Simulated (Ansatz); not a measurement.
# How many bands does the GW gap of C4S5O (Pc) need?, part 2 of 2

Wanted: a G0W0 gap for C4S5O (Pc) that is converged in bands and cutoff, or an estimate of the limit.

Ansatz 0.2.0; G0W0 on PBE, plane waves, PAW; PAW set soft_1. Known limits of the many-body steps: not at the basis limit; coarse k mesh.

So far. Step 4 (977 empty bands, screening to 110 eV): Against the run with 4×2×2 mesh, 454 empty bands, screening to 66 eV, PAW set soft_1 files, the gap moves by +0.02 eV.

## Step 5: Changing the frequency model: 4×2×2 mesh, 977 empty bands, screening to 110 eV, plasmon pole, PAW set soft_1 files

A plasmon pole stands in for the full frequency dependence of the screening; this run shows what that costs in accuracy.

input.yaml reads:

```yaml
crystal:
  lattice:
    - [3.9638, 0.0, 0.0]
    - [0.0, 11.0211, 0.0]
    - [-2.2503537532, 0.0, 8.5408209769]
  atoms:
    - { symbol: C, position: [0.9954444397, 0.1796739709, 0.3639247569] }
    - { symbol: C, position: [0.9954444397, 0.8203260291, 0.8639247569] }
    - { symbol: C, position: [0.4303161322, 0.201707041, 0.6372972353] }
    - { symbol: C, position: [0.4303161322, 0.798292959, 0.1372972353] }
    - { symbol: C, position: [0.7934383888, 0.3409955639, 0.8579692616] }
    - { symbol: C, position: [0.7934383888, 0.6590044361, 0.3579692616] }
    - { symbol: C, position: [0.3676703384, 0.3173331213, 0.5811982461] }
    - { symbol: C, position: [0.3676703384, 0.6826668787, 0.0811982461] }
    - { symbol: S, position: [0.7175656305, 0.1290236316, 0.2041229421] }
    - { symbol: S, position: [0.7175656305, 0.8709763684, 0.7041229421] }
    - { symbol: S, position: [0.2162793335, 0.0863359043, 0.5167550488] }
    - { symbol: S, position: [0.2162793335, 0.9136640957, 0.0167550488] }
    - { symbol: S, position: [0.7019628428, 0.181898402, 0.8234195846] }
    - { symbol: S, position: [0.7019628428, 0.818101598, 0.3234195846] }
    - { symbol: S, position: [0.0945683707, 0.3332646569, 0.3947420537] }
    - { symbol: S, position: [0.0945683707, 0.6667353431, 0.8947420537] }
    - { symbol: S, position: [0.5678526524, 0.4359530879, 0.6984529155] }
    - { symbol: S, position: [0.5678526524, 0.5640469121, 0.1984529155] }
    - { symbol: O, position: [-0.010268129, 0.3802644671, 0.9759479553] }
    - { symbol: O, position: [-0.010268129, 0.6197355329, 0.4759479553] }
kpoints:
  mp_grid: { grid: [4, 2, 2] }
hamiltonian:
  xc: pbe
  pseudopotentials: { kind: paw, azcp: { folder: soft_1 } }
scf:
  occupations: { method: fixed }
gw:
  n_empty_bands: 977
  ecut_chi: 110.0
  qp_bands: [v4, c4]
  qp_kpoints: band_edges
  screening: { model: godby_needs }
```

Command:

```sh
> ansatz run input.yaml --threads 2 --pin off --max-ram 92160MiB --backend cuda --events-out ev --progress --plain --runs-dir out --devices 1 --max-vram 13GiB
```

Numbers of over 12 decimals in the logs are rounded to 6 here.

What it wrote:

```text
GPUs: using 1 of 1 available (devices: 1).
[...]
GPU FFT provider: cuFFT
GPU libraries: cuBLAS 13.8.2, cuFFT 12.4.0, cuSOLVER 12.3.4
Crystal: 20 atoms, lattice volume = 373.109 Å³
Basis set: ecut = 420 eV, 7335 PW (Γ)
Bands: 72, of which v1, the nominal top of the filled ones, is band 52 counted from 1 (51 counted from 0)
Symmetry: 2 space group operations
[...]
k-points: 12 of 16 (time reversal used)
[...]
0    56      6.3897    -9.0757    -4.2569   -14.4731  0.7905     7.5395     7.5301  root
[...]
11    53      5.4066    -9.3911    -3.4170   -13.6586  0.7826     6.2611     6.2571  root
    11    54      5.4066    -9.3911    -3.4170   -13.6586  0.7826     6.2611     6.2571  root
    11    55      6.1303    -9.6487    -3.8357   -14.6347  0.7841     7.2894     7.2806  root
    11    56      6.1303    -9.6487    -3.8357   -14.6347  0.7841     7.2894     7.2806  root
[key lines of the parts left out:]
SCF converged after 12 iterations
Free energy (F): -12155.921767 eV
Fermi energy:    3.446139 eV
```

Elapsed: 2.7 min, on 1 × NVIDIA H100 80GB HBM3 (shared by 6 runs) with 2 threads of AMD EPYC 7R13 (Zen 3), shared host; peak memory 5.4 GiB.

Numbers from this step:

```
bands summed                                 : 1029
plasmon-pole fit frequency                   : 19.60 eV
RPA ε∞ on this mesh (eigenvalues)            : 2.528, 4.093, 5.150
plane waves in the screening matrix          : 983
G0W0 gap on the mesh                         : 3.064 eV
k of the valence top                         : -0.5, -0.5, 0
k of the conduction bottom                   : -0.5, 0, 0
starting gap on the mesh                     : 1.582 eV
least direct G0W0 gap on the computed points : 3.144 eV
```

Against the run with 4×2×2 mesh, 977 empty bands, screening to 110 eV, PAW set soft_1 files, the gap moves by +0.07 eV.

## Step 6: Changing the files and raising the bands: 4×2×2 mesh, 1448 empty bands, screening to 143 eV, hard PAW files

Other atomic data (hard PAW) test the pseudisation: the cutoff goes from 420 to 930 eV, with the same valence electrons. Bands and screening cutoff change too, so the step is no clean test of the files.

This step: G0W0 on PBE, plane waves, PAW.

input.yaml, as its differences from that of step 5:

```diff
@@ -30,3 +30,3 @@
   xc: pbe
-  pseudopotentials: { kind: paw, azcp: { folder: soft_1 } }
+  pseudopotentials: { kind: paw, source: ansatz }
 scf:
@@ -34,6 +34,6 @@
 gw:
-  n_empty_bands: 977
-  ecut_chi: 110.0
+  n_empty_bands: 1448
+  ecut_chi: 143.0
   qp_bands: [v4, c4]
   qp_kpoints: band_edges
-  screening: { model: godby_needs }
+  screening: { model: contour_deformation }
```

What it wrote:

```text
GPUs: using 1 of 1 available (devices: 1).
[...]
GPU FFT provider: cuFFT
GPU libraries: cuBLAS 13.8.2, cuFFT 12.4.0, cuSOLVER 12.3.4
Crystal: 20 atoms, lattice volume = 373.109 Å³
Basis set: ecut = 930 eV, 23979 PW (Γ)
Bands: 72, of which v1, the nominal top of the filled ones, is band 52 counted from 1 (51 counted from 0)
Symmetry: 2 space group operations
[...]
k-points: 12 of 16 (time reversal used)
[...]
0    56      6.4105    -9.0800    -4.4620   -14.4815  0.7586     7.3754     7.3501  root
[...]
11    53      5.4297    -9.3958    -3.6285   -13.6627  0.7481     6.0777     6.0680  root
    11    54      5.4297    -9.3958    -3.6285   -13.6627  0.7481     6.0777     6.0680  root
    11    55      6.1543    -9.6412    -4.0792   -14.6245  0.7474     7.0827     7.0583  root
    11    56      6.1543    -9.6412    -4.0792   -14.6245  0.7474     7.0827     7.0583  root
[key lines of the parts left out:]
SCF converged after 12 iterations
Free energy (F): -12155.531541 eV
Fermi energy:    3.469355 eV
```

Elapsed: 4.1 min, on 1 × NVIDIA H100 80GB HBM3 (shared by 6 runs) with 2 threads; peak memory 12 GiB.

Numbers from this step:

- bands summed: 1500
- RPA ε∞ on this mesh (eigenvalues): 2.528, 4.085, 5.140
- plane waves in the screening matrix: 1437
- G0W0 gap on the mesh: 3.003 eV
- k of the valence top: -0.5, -0.5, 0
- k of the conduction bottom: -0.5, 0, 0
- starting gap on the mesh: 1.582 eV
- least direct G0W0 gap on the computed points: 3.077 eV

Against the run with 4×2×2 mesh, 977 empty bands, screening to 110 eV, PAW set soft_1 files, the gap moves by +0.011 eV.

## Step 7: Convergence and cost

Times are wall times on 1 × NVIDIA H100 80GB HBM3 (shared by 6 runs) with 2 threads of AMD EPYC 7R13 (Zen 3), shared host, good to a factor of about two.

```
 mesh           files            frequency  bands summed  cutoff (eV)  start (eV)  G0W0 (eV)     time  host memory (GiB)
4×2×2  PAW set soft_1  contour deformation           212           33       1.582      2.972     20 s                1.5
4×2×2  PAW set soft_1  contour deformation           506           66       1.582      2.969     60 s                2.3
4×2×2  PAW set soft_1  contour deformation          1029          110       1.582      2.992    2 min                4.4
4×2×2  PAW set soft_1         plasmon pole          1029          110       1.582      3.064  2.7 min                5.4
4×2×2        hard PAW  contour deformation          1500          143       1.582      3.003  4.1 min                 12
```

The parts of the quasiparticle energy at the two band edges (eV; QP = start + Σx + Σc − Vxc):

```
       run               edge  start      Σx     Σc     Vxc     Z    QP
 212 bands        valence top   3.45  -17.13   1.91  -15.17  0.77  3.40
 212 bands  conduction bottom   5.03   -9.15  -2.72  -13.22  0.77  6.37
 506 bands        valence top   3.45  -17.13   1.53  -15.17  0.75  3.02
 506 bands  conduction bottom   5.03   -9.15  -3.11  -13.22  0.76  5.99
1029 bands        valence top   3.45  -17.13   1.26  -15.17  0.75  2.75
1029 bands  conduction bottom   5.03   -9.15  -3.35  -13.22  0.76  5.74
```

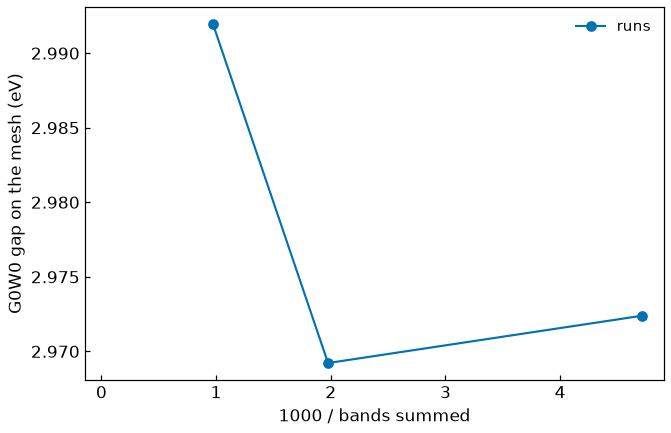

The gap against one over the number of bands.

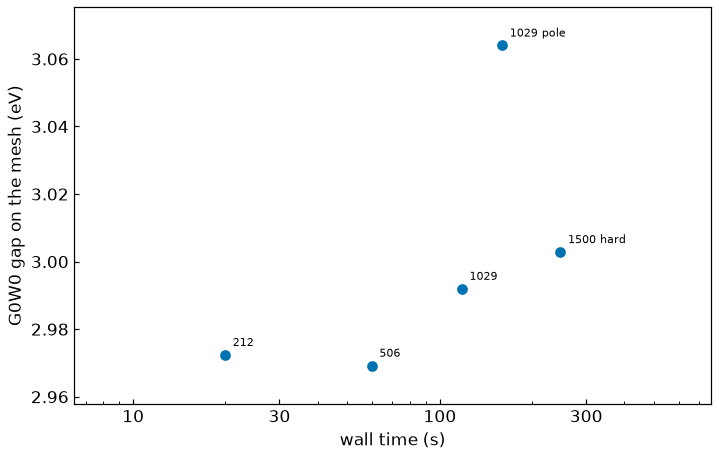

Result against wall time.

## Step 8: Results

```
212 bands, 33 eV   : 2.972 eV
506 bands, 66 eV   : 2.969 eV
1029 bands, 110 eV : 2.992 eV
mesh and start     : 4×2×2, PBE
```

In words: From 212 to 1029 bands the gap moves by +0.02 eV while the time grows 5.9-fold. Σc changes by −0.65 eV at the valence top and −0.63 eV at the conduction bottom, so the levels themselves move more than the gap between them. The gap turns back along the series, so no limit is drawn from it. The plasmon-pole model gives +0.07 eV against contour deformation, 5 % of the correction, and saved no time in this program. With hard PAW files and 1500 bands the gap is 3.00 eV. The 4×2×2 mesh is coarse for this cell (its supercell is 16 Å along the shortest edge). The RPA ε∞ on it, from the PBE start, is 2.53, 4.09 and 5.15; such meshes misread the long-range screening, most where the gap is narrow.

[Paths, hosts, dates, memory and timing lines, banners, echoed tables and standing remarks are left out of the program output.]

[Logs are printed without paths, hosts, clocks, repeated set-up lines and the standing remarks that a program may print on its own settings, such as how far it seeks lower states.]

[Runs of the session that timed out or met a known fault of the program may be left out.]

[Cells called generated may have been cut or substituted from an entry of the Crystallography Open Database or the Materials Project.]

[Hosts, paths, dates, database ids (printed as entryN), source tags and the programs' standing remarks are cut or masked in the printed files.]
